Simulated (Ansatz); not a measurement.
## Geometry relaxation of CH$_{5}$AlFNO

CH$_{5}$AlFNO, computed with RKS PBE0-D4/def2-TZVP (Ansatz 0.2.0).

The geometry: PBE-D4/def2-SVP start. Figures and captions count atoms from 1; the log counts them from 0 in places.

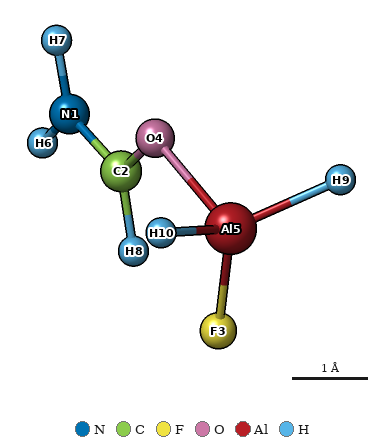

The input geometry (ball-and-stick view, seen at a tilt; atoms are numbered from 1 in the order of the input). Sticks mark near contacts. Bond lengths as drawn: Al–F 1.73 Å, Al–H 1.60 Å, Al–O 1.98 Å, C–H 1.11 Å, C–N 1.34 Å, C–O 1.25 Å and H–N 1.02 Å.

**Key numbers**

```json
{"quantity": "outcome", "value": "converged"}
{"quantity": "total energy", "value": "−13964.8007 eV"}
{"quantity": "mean-field energy", "value": "−13964.6618 eV"}
{"quantity": "dispersion energy", "value": "−0.1389 eV"}
{"quantity": "SCF solution under orbital rotations", "value": "stable"}
{"quantity": "largest force (length of the vector) at the end", "value": "0.002 eV/Å"}
{"quantity": "dipole moment", "value": "8.40 D"}
{"quantity": "hardware", "value": "4 threads of Arm Neoverse V1, 23 GiB of memory available, shared host"}
{"quantity": "wall time", "value": "29 s (CPU time 1.8 min)"}
{"quantity": "peak memory", "value": "0.45 GiB"}
```

**The input**
```yaml
crystal:
  periodic: [false, false, false]
  atoms:
    - {symbol: N, position_ang: [-0.314438, -0.996520, 1.844851]}
    - {symbol: C, position_ang: [-0.131483, -0.573667, 0.590409]}
    - {symbol: F, position_ang: [0.156827, -0.446742, -2.172770]}
    - {symbol: O, position_ang: [0.069800, 0.630288, 0.311362]}
    - {symbol: Al, position_ang: [0.330205, 1.162214, -1.575008]}
    - {symbol: H, position_ang: [-0.476222, -1.983227, 2.045138]}
    - {symbol: H, position_ang: [-0.292006, -0.325796, 2.617722]}
    - {symbol: H, position_ang: [-0.162982, -1.335952, -0.221723]}
    - {symbol: H, position_ang: [-0.935003, 2.108682, -1.853834]}
    - {symbol: H, position_ang: [1.838401, 1.709519, -1.583247]}
basis:
  gaussian: {orbitals: def2-TZVP}
hamiltonian: {xc: pbe0, dispersion: d4}
relax: {f_tol: 0.005, max_steps: 150}
```

Command:
```bash
ansatz run in.yaml --threads 4 --pin off --events-out ev --progress --plain --max-ram 10444MiB
```

**Output**
```
Functional definition: PBE0
  name "PBE0"
  cite "Adamo & Barone, J. Chem. Phys. 110, 6158 (1999) doi:10.1063/1.478522"
  cite "Perdew, Burke & Ernzerhof, Phys. Rev. Lett. 77, 3865 (1996) doi:10.1103/PhysRevLett.77.3865"
  parent pbe
  parameter a = 0.25
  parameter kappa = 0.804
  parameter beta = 0.06672455060314922
  exchange = (1 - a)*pbe_x(kappa = kappa, mu = beta*pi^2/3) + a*exact_x
  correlation = pbe_c(beta = beta)
1141 factors; their error is unknown
mean field evaluation 1: about -13958.1163 eV, gradient 6.3e1 eV
mean field evaluation 2: about -13951.6927 eV, gradient 9.1e1 eV
mean field evaluation 4: about -13964.5297 eV, gradient 5.0e0 eV
mean field evaluation 8: about -13964.5746 eV, gradient 1.4e-1 eV
mean field evaluation 16: about -13964.6053 eV, gradient 5.3e-5 eV
mean field -13964.60525052 eV, -513.1897774070 hartree, gradient 5.3e-5 eV, S^2 0.000000; 0 other end points of the search recorded, 0 dependent functions left out
the calculation of the forces begins
reference -13964.60528549 eV, -513.1897786922 hartree; 24, 24 occupied and 167, 167 virtual orbitals, 1141 factors
relax step   1: F+E_penalty+E_count = -13964.74311474 eV  Δ(F+E_penalty+E_count) = +0.000e0 eV  max|allowed force component| = 1.064e0 eV/Å  Δτ_max = 0.0000 Å  (28 SCF iters, accepted)
these checks for a lower state are left out or cut short: starts, cluster_reference, orbital_swaps, neighbouring_geometries, increment
1141 factors; their error is unknown
mean field -13964.65082141 eV, -513.1914521065 hartree, gradient 2.4e-5 eV, S^2 0.000000; 0 other end points of the search recorded, 0 dependent functions left out
the calculation of the forces begins
reference -13964.65085625 eV, -513.1914533869 hartree; 24, 24 occupied and 167, 167 virtual orbitals, 1141 factors
relax step   2: F+E_penalty+E_count = -13964.78925664 eV  Δ(F+E_penalty+E_count) = -4.614e-2 eV  max|allowed force component| = 4.098e-1 eV/Å  Δτ_max = 0.0235 Å  (33 SCF iters, accepted)
these checks for a lower state are left out or cut short: starts, cluster_reference, orbital_swaps, neighbouring_geometries, increment
1141 factors; their error is unknown
mean field -13964.65913261 eV, -513.1917575374 hartree, gradient 2.1e-5 eV, S^2 0.000000; 0 other end points of the search recorded, 0 dependent functions left out
the calculation of the forces begins
reference -13964.65916736 eV, -513.1917588147 hartree; 24, 24 occupied and 167, 167 virtual orbitals, 1141 factors
relax step   3: F+E_penalty+E_count = -13964.79831772 eV  Δ(F+E_penalty+E_count) = -9.061e-3 eV  max|allowed force component| = 1.568e-1 eV/Å  Δτ_max = 0.0230 Å  (33 SCF iters, accepted)
these checks for a lower state are left out or cut short: starts, cluster_reference, orbital_swaps, neighbouring_geometries, increment
1141 factors; their error is unknown
mean field evaluation 32: about -13964.6287 eV, gradient 9.7e-1 eV
mean field -13964.66115085 eV, -513.1918317066 hartree, gradient 7.0e-6 eV, S^2 0.000000; 0 other end points of the search recorded, 0 dependent functions left out
the calculation of the forces begins
reference -13964.66118561 eV, -513.1918329840 hartree; 24, 24 occupied and 167, 167 virtual orbitals, 1141 factors
relax step   4: F+E_penalty+E_count = -13964.80020858 eV  Δ(F+E_penalty+E_count) = -1.891e-3 eV  max|allowed force component| = 4.770e-2 eV/Å  Δτ_max = 0.0213 Å  (33 SCF iters, accepted)
these checks for a lower state are left out or cut short: starts, cluster_reference, orbital_swaps, neighbouring_geometries, increment
1141 factors; their error is unknown
mean field -13964.66152916 eV, -513.1918456090 hartree, gradient 2.7e-5 eV, S^2 0.000000; 0 other end points of the search recorded, 0 dependent functions left out
the calculation of the forces begins
reference -13964.66156392 eV, -513.1918468865 hartree; 24, 24 occupied and 167, 167 virtual orbitals, 1141 factors
relax step   5: F+E_penalty+E_count = -13964.80053032 eV  Δ(F+E_penalty+E_count) = -3.217e-4 eV  max|allowed force component| = 2.615e-2 eV/Å  Δτ_max = 0.0085 Å  (32 SCF iters, accepted)
these checks for a lower state are left out or cut short: starts, cluster_reference, orbital_swaps, neighbouring_geometries, increment
1141 factors; their error is unknown
mean field -13964.66168126 eV, -513.1918511987 hartree, gradient 2.6e-5 eV, S^2 0.000000; 0 other end points of the search recorded, 0 dependent functions left out
the calculation of the forces begins
reference -13964.66171603 eV, -513.1918524764 hartree; 24, 24 occupied and 167, 167 virtual orbitals, 1141 factors
relax step   6: F+E_penalty+E_count = -13964.80061923 eV  Δ(F+E_penalty+E_count) = -8.892e-5 eV  max|allowed force component| = 1.858e-2 eV/Å  Δτ_max = 0.0060 Å  (33 SCF iters, accepted)
these checks for a lower state are left out or cut short: starts, cluster_reference, orbital_swaps, neighbouring_geometries, increment
1141 factors; their error is unknown
mean field -13964.66168054 eV, -513.1918511720 hartree, gradient 2.5e-5 eV, S^2 0.000000; 0 other end points of the search recorded, 0 dependent functions left out
the calculation of the forces begins
reference -13964.66171530 eV, -513.1918524497 hartree; 24, 24 occupied and 167, 167 virtual orbitals, 1141 factors
relax step   7: F+E_penalty+E_count = -13964.80061938 eV  Δ(F+E_penalty+E_count) = -1.437e-7 eV  max|allowed force component| = 1.842e-2 eV/Å  Δτ_max = 0.0007 Å  (34 SCF iters, accepted)
these checks for a lower state are left out or cut short: starts, cluster_reference, orbital_swaps, neighbouring_geometries, increment
1141 factors; their error is unknown
mean field evaluation 64: about -13964.6617 eV, gradient 4.3e-3 eV
mean field -13964.66170994 eV, -513.1918522526 hartree, gradient 2.5e-5 eV, S^2 0.000000; 0 other end points of the search recorded, 0 dependent functions left out
the calculation of the forces begins
reference -13964.66174471 eV, -513.1918535305 hartree; 24, 24 occupied and 167, 167 virtual orbitals, 1141 factors
relax step   8: F+E_penalty+E_count = -13964.80060924 eV  Δ(F+E_penalty+E_count) = +1.014e-5 eV  max|allowed force component| = 2.777e-2 eV/Å  Δτ_max = 0.0038 Å  (34 SCF iters, rejected (line search))
these checks for a lower state are left out or cut short: starts, cluster_reference, orbital_swaps, neighbouring_geometries, increment
1141 factors; their error is unknown
mean field -13964.66171918 eV, -513.1918525923 hartree, gradient 2.5e-5 eV, S^2 0.000000; 0 other end points of the search recorded, 0 dependent functions left out
the calculation of the forces begins
reference -13964.66175395 eV, -513.1918538700 hartree; 24, 24 occupied and 167, 167 virtual orbitals, 1141 factors
relax step   9: F+E_penalty+E_count = -13964.80063790 eV  Δ(F+E_penalty+E_count) = -1.853e-5 eV  max|allowed force component| = 1.944e-3 eV/Å  Δτ_max = 0.0017 Å  (34 SCF iters, accepted)
1141 factors; their error is unknown
mean field evaluation 96: about -13964.6617 eV, gradient 5.8e-5 eV
```

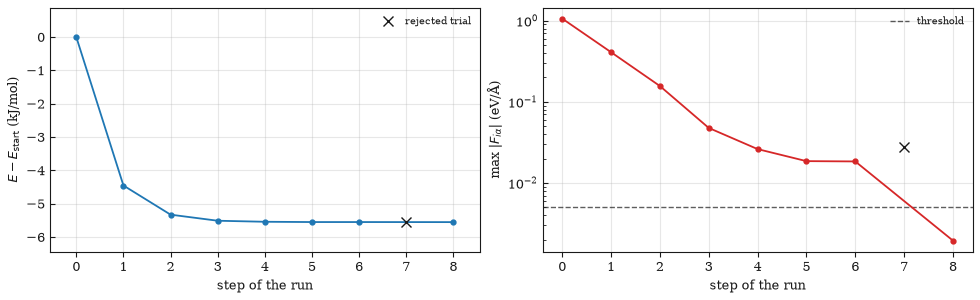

Progress of the relaxation, step by step (the first geometry is step 0 here and step 1 in the log).

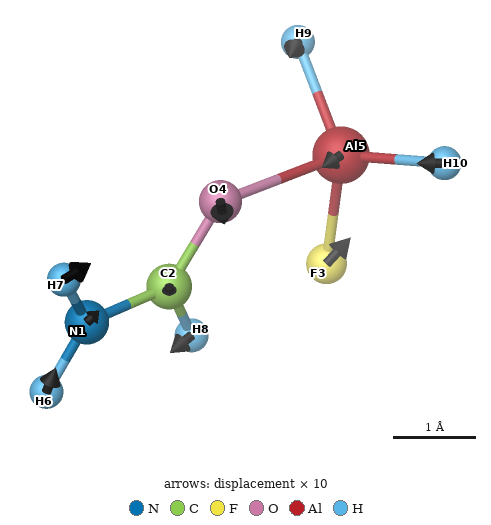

The starting structure with the displacements as black arrows, magnified 10 times (ball-and-stick view, seen at a tilt). The two geometries are laid on each other by the best rigid fit. The energy falls by 5.55 kJ/mol in 8 geometry steps. Largest force component: 1.1 eV/Å at the start, 0.0019 eV/Å at the end. The line search rejected the trial step at point 7 (counted from 0) and went back. The largest moves after the best rigid fit, 0.045 Å, are those of F3 and H7. Largest moves by element: H 0.045 Å, F 0.044 Å, O 0.043 Å, Al 0.031 Å, N 0.021 Å, C 0.016 Å. Among the contacts that change: O4–Al5 1.977 → 1.933 Å, F3–Al5 1.725 → 1.694 Å, C2–H8 1.114 → 1.095 Å, C2–O4 1.252 → 1.236 Å. (Atoms are counted from 1 in the order of the input.)

```
mean field -13964.66171918 eV, -513.1918525923 hartree, gradient 2.5e-5 eV, S^2 0.000000; 1 other end points of the search recorded, 0 dependent functions left out
the calculation of the forces begins
reference -13964.66175395 eV, -513.1918538700 hartree; 24, 24 occupied and 167, 167 virtual orbitals, 1141 factors
Total energy: -13964.80067267 eV, -513.1969590389 hartree
Atom 0 at    -0.310669    -0.980469     1.831056 Å, force    -0.000038     0.000342     0.000615 eV/Å
Atom 1 at    -0.132426    -0.587796     0.582164 Å, force    -0.000021    -0.001944    -0.000444 eV/Å
Atom 2 at     0.163892    -0.410780    -2.197831 Å, force     0.000058     0.000080    -0.000069 eV/Å
Atom 3 at     0.067121     0.595452     0.285676 Å, force     0.000089     0.000799    -0.000211 eV/Å
Atom 4 at     0.325204     1.145665    -1.549198 Å, force    -0.000023     0.000364    -0.000225 eV/Å
Atom 5 at    -0.471231    -1.948096     2.047078 Å, force    -0.000040     0.000023    -0.000011 eV/Å
Atom 6 at    -0.285996    -0.304764     2.578649 Å, force     0.000014     0.000106     0.000042 eV/Å
Atom 7 at    -0.168130    -1.359220    -0.193679 Å, force    -0.000021     0.000341     0.000142 eV/Å
Atom 8 at    -0.920352     2.096693    -1.823747 Å, force     0.000162    -0.000055     0.000085 eV/Å
Atom 9 at     1.815686     1.702114    -1.557267 Å, force    -0.000180    -0.000056     0.000075 eV/Å
Dipole moment:    -0.272620    -0.891984     1.478468 e Å
```

**Trajectory as extended XYZ (Å, eV, eV/Å), 9 frames, from step=1 to step=9**
```
10
Properties=species:S:1:pos:R:3:forces:R:3 step=1 energy=-13964.74311
N    -0.3144   -0.9965    1.8449    0.0336   0.1225  -0.1523
C    -0.1315   -0.5737    0.5904    0.0582   0.3980  -0.0078
F     0.1568   -0.4467   -2.1728    0.0736   0.6282   0.1728
O     0.0698    0.6303    0.3114   -0.1594  -1.0636   0.0556
Al    0.3302    1.1622   -1.5750   -0.0901  -0.5331   0.1378
H    -0.4762   -1.9832    2.0451    0.1122   0.6688  -0.1639
H    -0.2920   -0.3258    2.6177   -0.0129  -0.4413  -0.5305
H    -0.1630   -1.3360   -0.2217    0.0095   0.4069   0.5107
H    -0.9350    2.1087   -1.8538    0.1734  -0.1199   0.0070
H     1.8384    1.7095   -1.5832   -0.1980  -0.0665  -0.0295
10
Properties=species:S:1:pos:R:3:forces:R:3 step=2 energy=-13964.78926
N    -0.3129   -0.9911    1.8374    0.0080   0.0169  -0.0526
C    -0.1318   -0.5749    0.5925    0.0079   0.0605   0.0116
F     0.1604   -0.4309   -2.1879    0.0381   0.3980   0.1983
O     0.0673    0.6172    0.3171   -0.0071  -0.1787  -0.1935
Al    0.3268    1.1529   -1.5537   -0.0587  -0.4098  -0.0049
H    -0.4729   -1.9660    2.0365    0.0262   0.1579  -0.0366
H    -0.2906   -0.3264    2.5998   -0.0031  -0.1086  -0.1322
H    -0.1634   -1.3304   -0.2062   -0.0038   0.0821   0.1607
H    -0.9189    2.0963   -1.8498    0.0031  -0.0101   0.0254
H     1.8190    1.7021   -1.5829   -0.0105  -0.0083   0.0239
10
Properties=species:S:1:pos:R:3:forces:R:3 step=3 energy=-13964.79832
N    -0.3104   -0.9829    1.8249   -0.0029  -0.0127   0.0150
C    -0.1308   -0.5758    0.5821   -0.0020  -0.0019   0.0080
F     0.1588   -0.4269   -2.1653    0.0162   0.0991  -0.0201
O     0.0680    0.6106    0.3003    0.0220   0.0823  -0.1011
Al    0.3256    1.1477   -1.5498   -0.0303  -0.1568   0.0786
H    -0.4701   -1.9519    2.0284   -0.0106  -0.0618   0.0169
H    -0.2874   -0.3172    2.5794    0.0010   0.0445   0.0548
H    -0.1643   -1.3351   -0.2035   -0.0038  -0.0438  -0.0221
H    -0.9232    2.0875   -1.8303   -0.0147   0.0285  -0.0169
H     1.8169    1.6928   -1.5633    0.0251   0.0227  -0.0131
10
Properties=species:S:1:pos:R:3:forces:R:3 step=4 energy=-13964.80021
N    -0.3107   -0.9824    1.8288   -0.0002  -0.0031  -0.0055
C    -0.1317   -0.5808    0.5833    0.0013   0.0110   0.0200
F     0.1619   -0.4165   -2.1837    0.0005  -0.0005  -0.0052
O     0.0676    0.6048    0.2955    0.0060   0.0136  -0.0477
Al    0.3249    1.1448   -1.5464   -0.0027  -0.0104   0.0109
H    -0.4709   -1.9513    2.0370   -0.0041  -0.0229   0.0075
H    -0.2870   -0.3128    2.5811    0.0004   0.0175   0.0203
H    -0.1659   -1.3449   -0.1987   -0.0034  -0.0260  -0.0099
H    -0.9207    2.0911   -1.8303   -0.0088   0.0119   0.0039
H     1.8156    1.6969   -1.5637    0.0110   0.0089   0.0058
10
Properties=species:S:1:pos:R:3:forces:R:3 step=5 energy=-13964.80053
N    -0.3106   -0.9813    1.8300    0.0010  -0.0006  -0.0023
C    -0.1318   -0.5842    0.5826   -0.0022   0.0184   0.0065
F     0.1631   -0.4135   -2.1916   -0.0016  -0.0130  -0.0035
O     0.0676    0.6005    0.2900   -0.0019  -0.0261  -0.0058
Al    0.3248    1.1442   -1.5470    0.0041   0.0239  -0.0064
H    -0.4711   -1.9498    2.0420    0.0001   0.0011   0.0015
H    -0.2865   -0.3085    2.5803    0.0003   0.0008   0.0000
H    -0.1673   -1.3522   -0.1965    0.0006  -0.0057   0.0026
H    -0.9206    2.0939   -1.8268    0.0001   0.0005   0.0038
H     1.8157    1.6996   -1.5602   -0.0007   0.0007   0.0037
10
Properties=species:S:1:pos:R:3:forces:R:3 step=6 energy=-13964.80062
N    -0.3108   -0.9805    1.8309   -0.0032  -0.0019   0.0023
C    -0.1329   -0.5869    0.5823    0.0149   0.0127  -0.0032
F     0.1637   -0.4113   -2.1968   -0.0006  -0.0069  -0.0005
O     0.0672    0.5967    0.2865   -0.0072  -0.0186   0.0043
Al    0.3251    1.1450   -1.5485    0.0022   0.0155  -0.0054
H    -0.4713   -1.9485    2.0458    0.0001   0.0031   0.0007
H    -0.2859   -0.3057    2.5793   -0.0005  -0.0009  -0.0028
H    -0.1675   -1.3577   -0.1942   -0.0050   0.0007   0.0014
H    -0.9204    2.0961   -1.8244    0.0019  -0.0019   0.0017
H     1.8157    1.7017   -1.5580   -0.0026  -0.0016   0.0015
10
Properties=species:S:1:pos:R:3:forces:R:3 step=7 energy=-13964.80062
N    -0.3108   -0.9808    1.8308   -0.0016   0.0074   0.0009
C    -0.1329   -0.5870    0.5822    0.0137   0.0081  -0.0009
F     0.1637   -0.4112   -2.1969   -0.0006  -0.0068  -0.0004
O     0.0672    0.5967    0.2866   -0.0070  -0.0184   0.0041
Al    0.3251    1.1450   -1.5484    0.0022   0.0156  -0.0056
H    -0.4713   -1.9484    2.0464   -0.0003  -0.0015  -0.0017
H    -0.2858   -0.3055    2.5788   -0.0008  -0.0008  -0.0002
H    -0.1674   -1.3578   -0.1943   -0.0050   0.0002   0.0005
H    -0.9203    2.0962   -1.8243    0.0019  -0.0020   0.0018
H     1.8157    1.7017   -1.5579   -0.0026  -0.0016   0.0015
10
Properties=species:S:1:pos:R:3:forces:R:3 step=8 energy=-13964.80061 accepted=F
N    -0.3104   -0.9803    1.8313    0.0057  -0.0011   0.0041
C    -0.1312   -0.5889    0.5822   -0.0278   0.0071  -0.0089
F     0.1646   -0.4101   -2.1994   -0.0010   0.0013   0.0007
O     0.0674    0.5943    0.2847    0.0081  -0.0029   0.0049
Al    0.3251    1.1460   -1.5496    0.0018  -0.0021  -0.0001
H    -0.4715   -1.9477    2.0483    0.0007   0.0002  -0.0005
H    -0.2862   -0.3039    2.5783    0.0014  -0.0008  -0.0009
H    -0.1697   -1.3606   -0.1932    0.0115  -0.0004   0.0012
H    -0.9205    2.0972   -1.8233    0.0004  -0.0013   0.0002
H     1.8155    1.7029   -1.5566   -0.0009   0.0000  -0.0007
10
Properties=species:S:1:pos:R:3:forces:R:3 step=9 energy=-13964.80064
N    -0.3107   -0.9805    1.8311    0.0000   0.0003   0.0006
C    -0.1324   -0.5878    0.5822    0.0000  -0.0019  -0.0004
F     0.1639   -0.4108   -2.1978    0.0001   0.0001  -0.0001
O     0.0671    0.5955    0.2857    0.0001   0.0008  -0.0002
Al    0.3252    1.1457   -1.5492    0.0000   0.0004  -0.0002
H    -0.4712   -1.9481    2.0471    0.0000   0.0000   0.0000
H    -0.2860   -0.3048    2.5786    0.0000   0.0001   0.0000
H    -0.1681   -1.3592   -0.1937    0.0000   0.0003   0.0001
H    -0.9204    2.0967   -1.8237    0.0002  -0.0001   0.0001
H     1.8157    1.7021   -1.5573   -0.0002  -0.0001   0.0001
```
